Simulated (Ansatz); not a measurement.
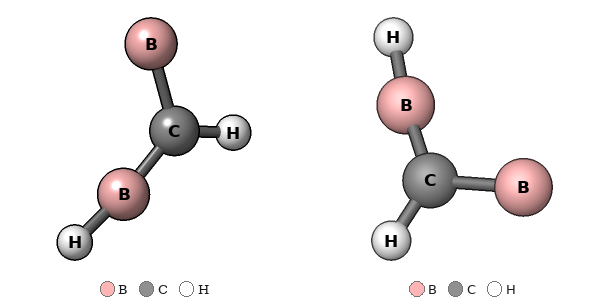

Two views of one molecule.

Identify the structure.

Formula CH₂B₂. The point group is Cs. All atoms lie on one plane. Coordination: 1 B linear; 1 C trigonal planar.

The parts below concern this one geometry. Atoms keep their numbers from picture to picture. Computed geometry: PBE0-D4/def2-TZVP optimisation. No frequency run is at hand to confirm it as a minimum.

### Electronic properties

No frequency run is at hand to confirm it as a minimum. Level of theory: RKS PBE0-D4/def2-TZVPP (Ansatz 0.2.0).

> What is the HOMO energy (Kohn–Sham orbital)?

−6.07 eV.

> What is the HOMO–LUMO gap?

3.61 eV.

### Charges

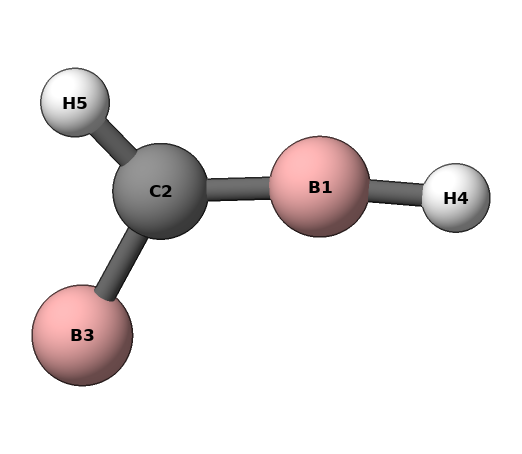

The questions are on Mulliken charges. No frequency run is at hand to confirm it as a minimum. Method: RKS PBE0-D4/def2-TZVP (Ansatz 0.2.0).

List the Mulliken charges.

```tsv
atom	value (e)
B1	−0.01
C2	−0.11
B3	−0.16
H4	0.11
H5	0.18
```

### Dipole moment

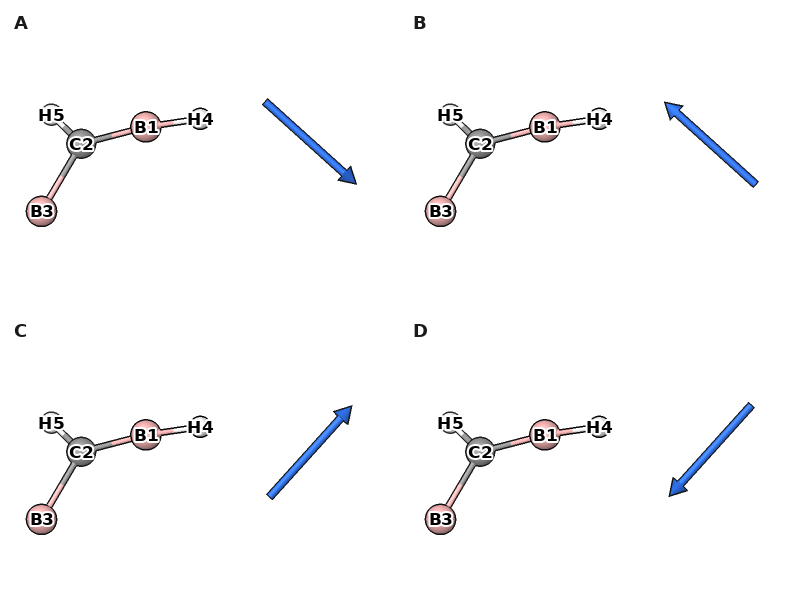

The same molecule four times, each with an arrow. No frequency run is at hand to confirm it as a minimum. Level of theory: RKS PBE0-D4/def2-TZVP (Ansatz 0.2.0).

> Which arrow points along the dipole moment, from the negative to the positive end?

C. The dipole moment is 3.81 D; it points from the side of B3 to the side of H4 (the outermost atoms at the two ends).

Mulliken values depend strongly on the basis set and can even reverse the polarity of a bond.
